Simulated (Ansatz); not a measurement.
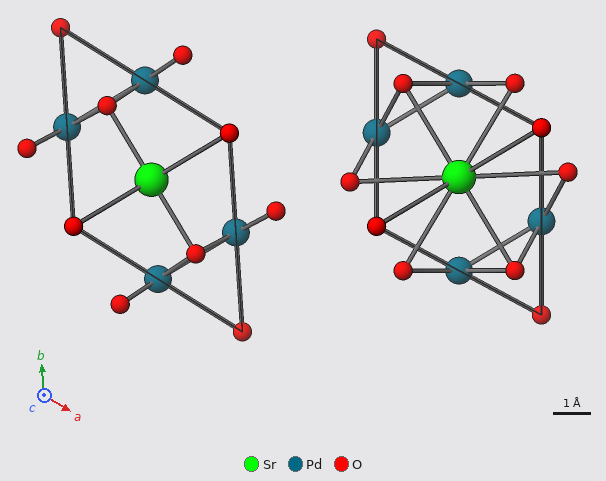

Two geometries of crystalline SrPd2O3 (built on the CeAl2Cu3-65 type type), drawn at one scale. One is the start of a relaxation, the other its converged end. A ball-and-stick model of the cell of the calculation, seen along the c axis.

The calculation used DFT, PBEsol, plane waves, PAW (Ansatz). Set-up: plane-wave cutoff 420 eV; k-point mesh 6 × 6 × 6; occupations fermi dirac; smearing width 0.03 eV; no spin polarisation; cell and atoms relaxed; force threshold 0.01 eV/Å; at most 120 steps.

Question: Which geometry has the lower energy?

Answer: The left one is the relaxed one. Over 12 accepted moves (16 points after the start) the energy falls by 480 meV per atom. Largest force component: 1.8 eV/Å at the start, under 0.0001 eV/Å at the end. Pressure: −18.22 GPa at the start and 0.01 GPa at the end. At 4 points the geometry stayed and the basis and grid were re-selected for the new cell (energy shift of 0.6 meV per atom at most each time). The largest moves relative to the cell, 0.93 Å, are those of O atoms. Pd and Sr stay in place. Cell: a = b 5.150 → 5.478 Å (+6.4 %), c 4.132 → 3.490 Å (−15.5 %), γ 118.2° → 125.7°. Volume −12.0 %. Near-neighbour distances that change, for instance: Sr–Sr 4.132 → 3.490 Å, O–Sr 2.996 → 2.376 Å, O–Sr 3.002 → 3.534 Å, O–Pd 2.576 → 2.147 Å. Among the angles between lasting bonds that change: Pd–O–Pd 144.5° → 176.7°, Sr–O–Pd 72.2° → 91.7°, Pd–O–Pd 61.7° → 71.1°. The space group stays Cmmm (No. 65). Cost: 81 s on 2 threads of Arm Neoverse V2, with other jobs on the host, peak memory 0.46 GiB.
